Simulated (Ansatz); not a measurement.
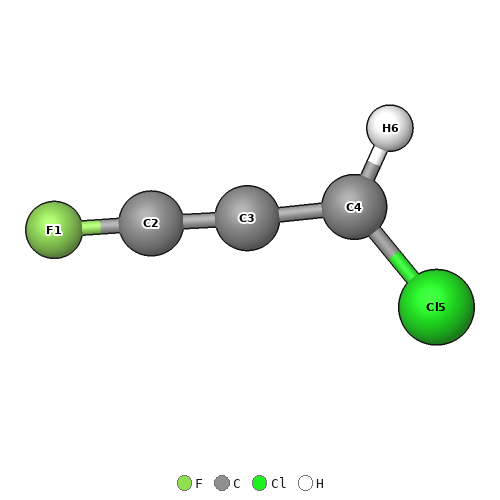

The system is C₃HClF, SMILES F[C+]=C=CCl, charge +1; the picture shows the reference structure. Coordinates scanned: (1) angle C2–C3–C4 (carried through 180); (2) change of the bonds C3–C2, C3–C4, all alike. Nothing is relaxed (all other coordinates rigid). Grid: 15 × 15 points. Points are written as (first, second). Energies are in kJ/mol, from the relaxed molecule at the same level. Method: Ansatz 0.2.0, RKS PBE0-D4/def2-TZVP.

Its coordinates:

```xyz
6

F    -0.3250   -2.7172    0.2969
C    -0.1683   -1.5067    0.1817
C    -0.0223   -0.3087    0.0546
C     0.1804    1.0297   -0.0309
Cl   -0.4628    1.9604   -1.2096
H     0.7981    1.5425    0.7073
```

Range: angle C2–C3–C4 (carried through 180) from 140.0 to 220.0°; change of the bonds C3–C2, C3–C4, all alike from −0.141 to 0.218 Å.

Question: What landscape does the calculation give?

Answer: The lowest grid point is at (174.3°, 0.013 Å), 1.4 kJ/mol from the relaxed molecule at the same level. No other kind of well shows on this grid. The highest grid point, (220.0°, −0.141 Å), lies 272 kJ/mol above the lowest. Round the minimum the two coordinates are nearly uncoupled.

| second ↓, first → | 140.0 | 145.7 | 151.4 | 157.1 | 162.9 | 168.6 | 174.3 | 180.0 | 185.7 | 191.4 | 197.1 | 202.9 | 208.6 | 214.3 | 220.0 |
| --- | --- | --- | --- | --- | --- | --- | --- | --- | --- | --- | --- | --- | --- | --- | --- |
| 0.218 | 236 | 238 | 239 | 241 | 242 | 243 | 244 | 244 | 244 | 244 | 244 | 244 | 243 | 243 | 243 |
| 0.193 | 197 | 197 | 197 | 198 | 198 | 199 | 199 | 200 | 200 | 200 | 201 | 201 | 201 | 202 | 203 |
| 0.167 | 158 | 157 | 156 | 156 | 156 | 156 | 156 | 157 | 157 | 158 | 158 | 159 | 161 | 163 | 165 |
| 0.141 | 123 | 121 | 119 | 118 | 117 | 117 | 117 | 117 | 117 | 118 | 120 | 121 | 124 | 127 | 131 |
| 0.116 | 93 | 90 | 87 | 85 | 84 | 83 | 82 | 83 | 83 | 85 | 87 | 89 | 92 | 96 | 102 |
| 0.090 | 67 | 62 | 59 | 56 | 54 | 53 | 52 | 52 | 53 | 55 | 57 | 60 | 65 | 70 | 76 |
| 0.064 | 47 | 41 | 36 | 33 | 30 | 28 | 28 | 28 | 29 | 31 | 34 | 38 | 43 | 49 | 57 |
| 0.039 | 35 | 28 | 22 | 17 | 14 | 12 | 11 | 11 | 12 | 14 | 18 | 23 | 29 | 36 | 46 |
| 0.013 | 30 | 21 | 15 | 9 | 5 | 3 | 1 | 1 | 3 | 5 | 9 | 15 | 22 | 31 | 42 |
| −0.013 | 35 | 25 | 17 | 11 | 6 | 3 | 1 | 1 | 3 | 6 | 11 | 17 | 25 | 35 | 47 |
| −0.039 | 51 | 39 | 30 | 23 | 18 | 14 | 13 | 13 | 14 | 18 | 23 | 30 | 39 | 50 | 64 |
| −0.064 | 78 | 65 | 55 | 47 | 41 | 37 | 35 | 35 | 37 | 41 | 47 | 55 | 65 | 77 | 92 |
| −0.090 | 121 | 107 | 95 | 86 | 80 | 75 | 73 | 73 | 75 | 79 | 86 | 94 | 106 | 119 | 136 |
| −0.116 | 180 | 165 | 152 | 142 | 135 | 130 | 128 | 128 | 130 | 134 | 141 | 151 | 163 | 179 | 197 |
| −0.141 | 256 | 239 | 225 | 214 | 206 | 201 | 198 | 198 | 200 | 205 | 213 | 224 | 237 | 254 | 274 |

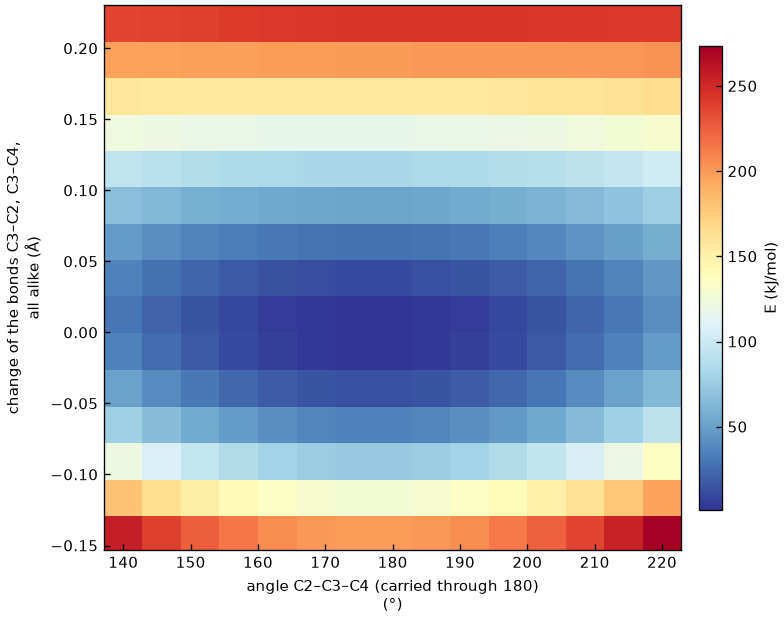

The picture shows one coloured cell a grid point.

Time for the 225 points that were run: 11 min on 1 thread of Intel(R) Xeon(R) 6975P-C (Granite Rapids), with other jobs on the host.
